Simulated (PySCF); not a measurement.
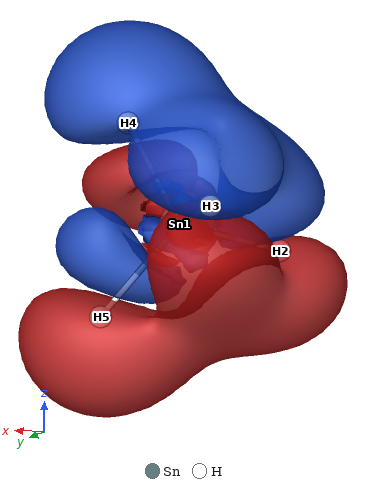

H₄Sn, SMILES `[SnH4]`. Change of the electron density in a uniform field of 0.26 V/Å, surfaces at ±0.001 e/Å³ (blue: gain, red: loss).

Method: TPSS/def2-SVPD; geometry: GFN2-xTB; program: PySCF. Core potentials replace the inner electrons of Sn; spin–orbit coupling isn't included. No frequency check shows the geometry to be a minimum. GFN2-xTB bond lengths at metals and heavier atoms can be off by up to 0.1 Å and shapes distorted, which carries into these values.

Cartesian coordinates (Å):

```
Sn1     -0.0000    0.0000    0.0000
H2      -0.9460   -1.2436   -0.4929
H3      -0.9460    1.2436    0.4929
H4       0.9462   -0.4930    1.2435
H5       0.9462    0.4930   -1.2435
```

Question: Along which Cartesian direction does the field point?

Answer: Along −z: electrons gather on the +z side, against the field.

Question: What dipole is induced, and what polarisability does it imply?

Answer: The induced dipole is 0.53 D (along the field); α along this axis, from the fields in both directions, is 42 bohr³ (6.2 Å³).

Question: Which atoms gain and lose the most charge?

Answer: Electrons gather most on H4 (Hirshfeld charge changes by −0.013 e) and leave H5 most (+0.013 e); 0.047 electrons are displaced in all.

Run time: 16 s on 1 thread of Intel(R) Xeon(R) Platinum 8259CL CPU @ 2.50GHz (Skylake/Cascade Lake), with other jobs on the host, peak memory 0.3 GiB.
